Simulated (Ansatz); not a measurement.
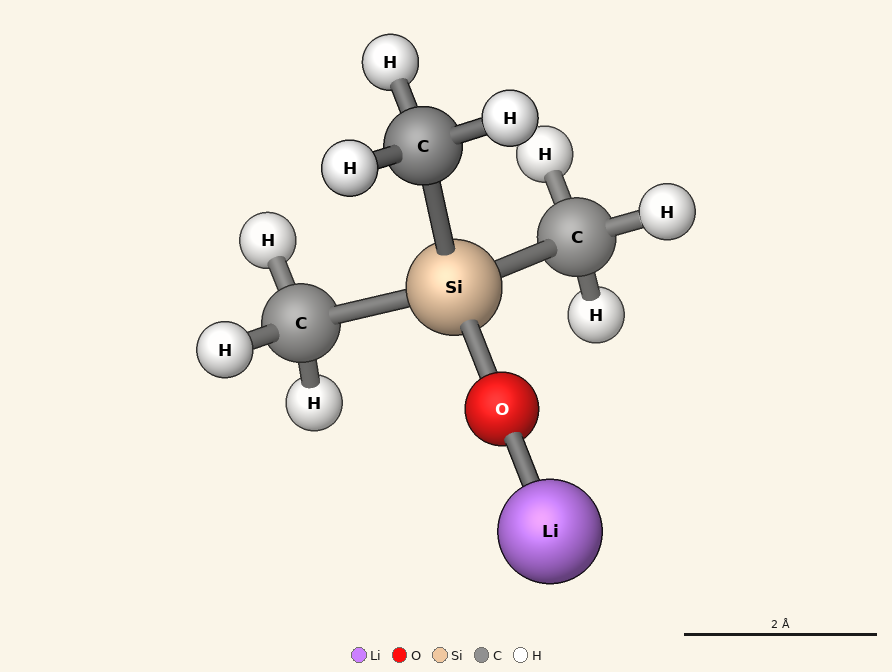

The geometry was computed by an optimisation with PBE0-D4/def2-TZVP.

What is the molecular formula?

Answer. C₃H₉LiOSi, 15 atoms: 3 carbon, 9 hydrogen, 1 lithium, 1 oxygen and 1 silicon.

Give the symmetry (Schoenflies symbol).

Answer. C3v.

More results for the same structure follow; atom numbers are the same in all pictures, views and colours differ.

## Electronic properties

Level of theory: RKS PBE0-D4/def2-TZVPP (Ansatz 0.2.0).

Computed properties:

- HOMO energy (Kohn–Sham orbital): −6.48 eV
- LUMO energy (Kohn–Sham orbital): −1.11 eV
- HOMO–LUMO gap: 5.37 eV
- dispersion correction: −27.8 kJ/mol
- vertical ionisation energy: 8.37 eV

## Thermal motion

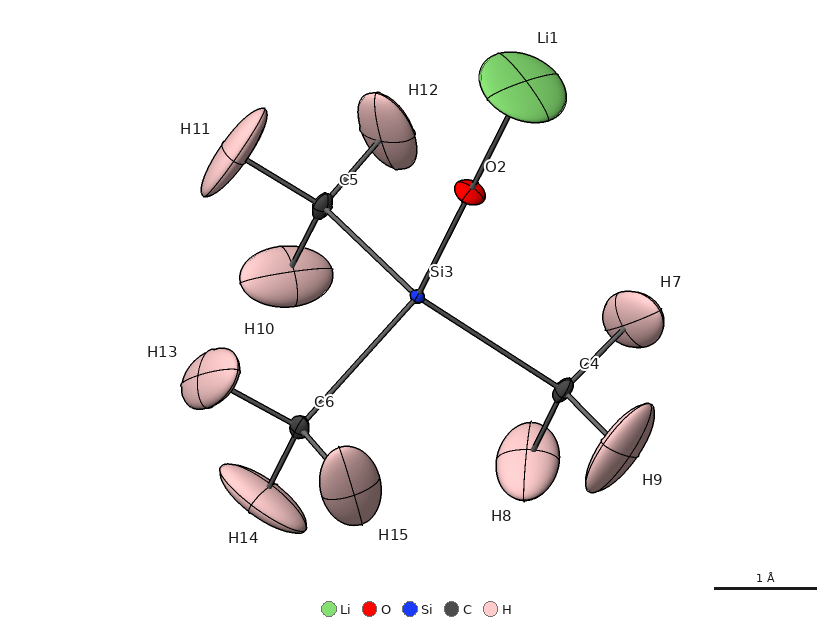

Displacement ellipsoids at the 50 % level, from the internal vibrations of the free molecule (harmonic, no overall translation or rotation; no half-axis is drawn under 0.075 Å). Vibrations computed with RKS PBE0-D4/def2-TZVP (Ansatz 0.2.0). Temperature: 298 K.

Which atom moves most?

Answer. Li1, with U_eq = 0.0583 Å².

Does H15 move more along its bond or across it?

Answer. Across it: the root-mean-square amplitude is 0.100 Å along the bond and up to 0.349 Å across, since bending and torsion are softer than stretching.

List U_eq and the three principal root-mean-square amplitudes for each kind of atom.

```tsv
atom	U_eq (Å²)	rms amplitudes (Å)
Li1	0.0583	0.064, 0.292, 0.292
O2	0.0077	0.040, 0.104, 0.104
Si3	0.0018	0.035, 0.046, 0.046
C4, C5, C6	0.0061	0.052, 0.067, 0.105
H7, H9, H11, H12…	0.0557	0.093, 0.194, 0.348
H8, H10, H14	0.0559	0.109, 0.201, 0.340
```

## Charges

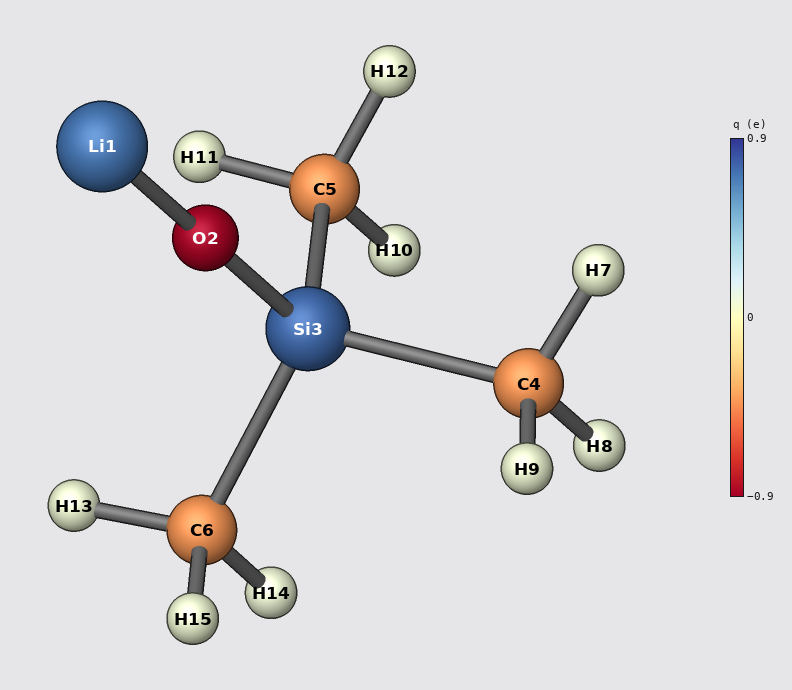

Atoms are coloured by their Mulliken charges. Method: RKS B3LYP-D4/def2-TZVPP (Ansatz 0.2.0).

Give the Mulliken charges atom by atom.

```json
{"atom": "Li1", "value (e)": "0.70"}
{"atom": "O2", "value (e)": "−0.87"}
{"atom": "Si3", "value (e)": "0.74"}
{"atom": "C4", "value (e)": "−0.42"}
{"atom": "C5", "value (e)": "−0.42"}
{"atom": "C6", "value (e)": "−0.42"}
{"atom": "H7", "value (e)": "0.07"}
{"atom": "H8", "value (e)": "0.08"}
{"atom": "H9", "value (e)": "0.07"}
{"atom": "H10", "value (e)": "0.08"}
{"atom": "H11", "value (e)": "0.07"}
{"atom": "H12", "value (e)": "0.07"}
{"atom": "H13", "value (e)": "0.07"}
{"atom": "H14", "value (e)": "0.08"}
{"atom": "H15", "value (e)": "0.07"}
```

Mulliken values depend strongly on the basis set and can even reverse the polarity of a bond.
